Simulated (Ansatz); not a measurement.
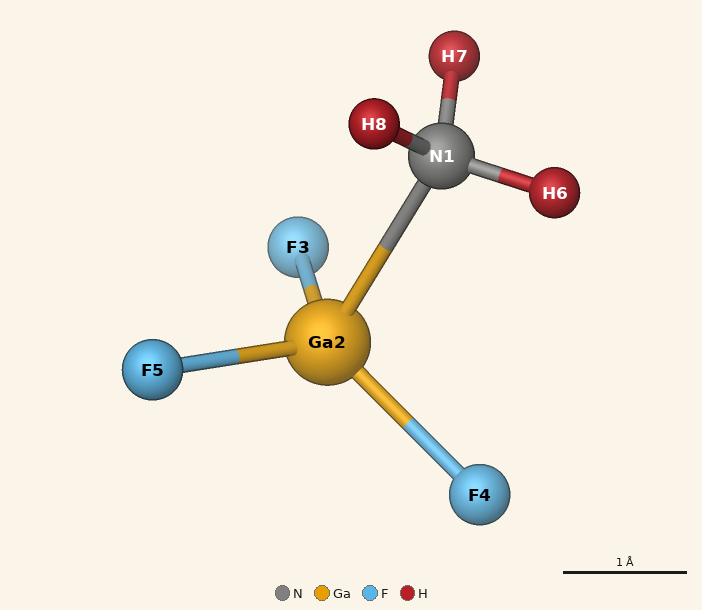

Orthographic view. Distant atoms are faded towards the background colour. The geometry was computed by an optimisation with PBE0-D4/def2-TZVP.

Write a Z-matrix (Å, degrees) in the order of the atom numbers, with these reference atoms: 2 to 1; 3 to 2, 1; 4 to 2, 3, 1; 5 to 2, 3, 1; 6 to 1, 2, 5; 7 to 1, 6, 2; 8 to 1, 7, 6.

```
N  
Ga   1   2.050
F    2   1.756   1   100.2
F    2   1.756   3   116.9   1  -107.1
F    2   1.756   3   116.9   1   107.1
H    1   1.015   2   110.2   5   120.0
H    1   1.015   6   108.8   2  -120.8
H    1   1.015   7   108.8   6   118.3
```
